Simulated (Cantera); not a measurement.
Feed: 1 mol HMDSO, 0.39 mol H2O, 0.5 mol H2, at 1.00 mbar.

Method: chemical equilibrium by Gibbs-energy minimisation in Cantera with the NASA 1993 tables (ideal gas, pure condensed phases). Candidate condensed phases: C, C6H6, C7H8, C8H18, H2O, Si, SiC, SiO2; 123 gas species. The feed counts by its element totals alone. Mutual solubility and eutectic melting of coexisting phases are not modelled. Gases not in the tables: Si2H6 and higher silanes. The numbers say what is thermodynamically allowed, not how fast it happens.

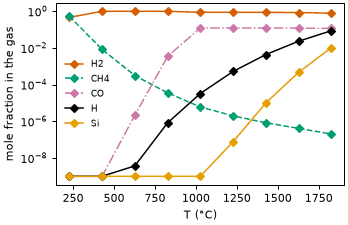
Equilibrium gas composition (values under 1e-9 drawn at 1e-9)

### Question
Read off the mole fractions at 1227 °C.

### Answer
H2 about 0.88, CO about 0.12, H about 0.00052, CH4 about 2.0e-6, Si about 7.7e-8.
